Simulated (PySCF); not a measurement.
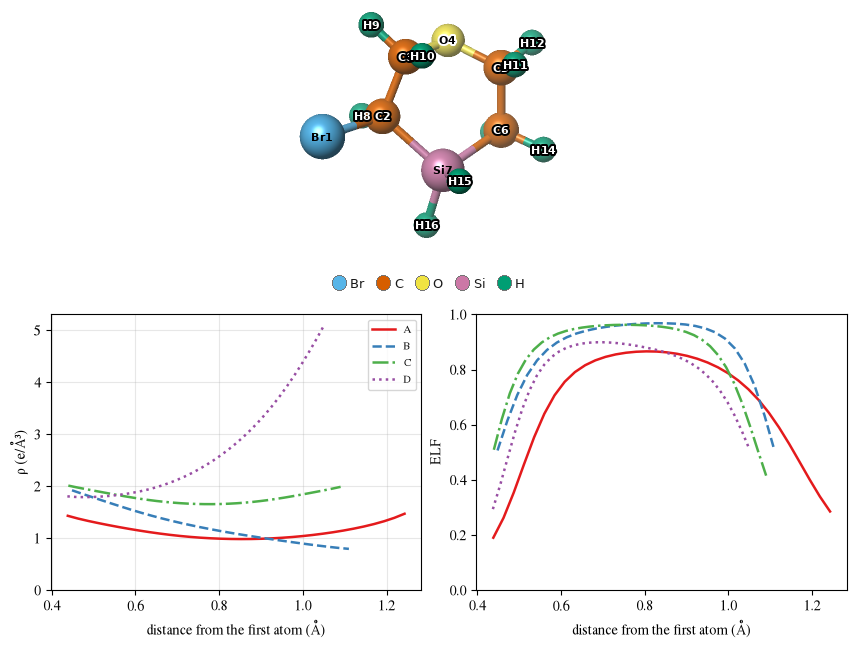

The picture shows: C4H9BrOSi (SMILES Br[C@H]1COCC[SiH2]1). Total electron density and ELF along straight lines between neighbouring atoms. The curves leave out the atomic cores. The structure is drawn too.

Geometry: PBE0-D3(BJ)/def2-SVP.

All numbers below come from PySCF 2.14.0, CAM-B3LYP/def2-SVPD, SCF density, gas phase.

```xyz
16

Br   -4.0154    0.7596    1.1981
C    -2.2698   -0.0662    1.4632
C    -2.3163   -1.5388    1.0454
O    -1.0825   -2.1668    1.2541
C    -0.0744   -1.8299    0.3318
C     0.4887   -0.4231    0.5418
Si   -0.9168    0.8379    0.4913
H    -2.0729   -0.0043    2.5439
H    -3.0631   -2.0801    1.6466
H    -2.6285   -1.6133   -0.0164
H    -0.4605   -1.9353   -0.7031
H     0.7150   -2.5862    0.4614
H     0.9808   -0.3721    1.5276
H     1.2590   -0.2014   -0.2149
H    -1.3920    1.0449   -0.9103
H    -0.5674    2.1511    1.1073
```

> Which curve belongs to which contact (C–Br, C–C, C–O and C–Si)? The first atom named is at distance zero.

Curve A: C–Br (1.95 Å): ρ at the midpoint is about 1 e/Å³; the ELF peaks at about 0.85 between the atoms (a shared electron pair). Curve B: C–Si (1.89 Å): the density is about 0.96 e/Å³ at the midpoint; the ELF peaks at about 0.95 between the atoms: a shared electron pair. Curve C: C–C (1.53 Å): ρ is about 1.7 e/Å³ halfway; the ELF peaks at about 0.95 between the atoms: a covalent bond. Curve D: C–O (1.40 Å): ρ at the midpoint is about 2.1 e/Å³, with its minimum of 1.8 e/Å³ about 0.5 Å from C; the ELF peaks at about 0.90 between the atoms (a shared but strongly polarised pair).
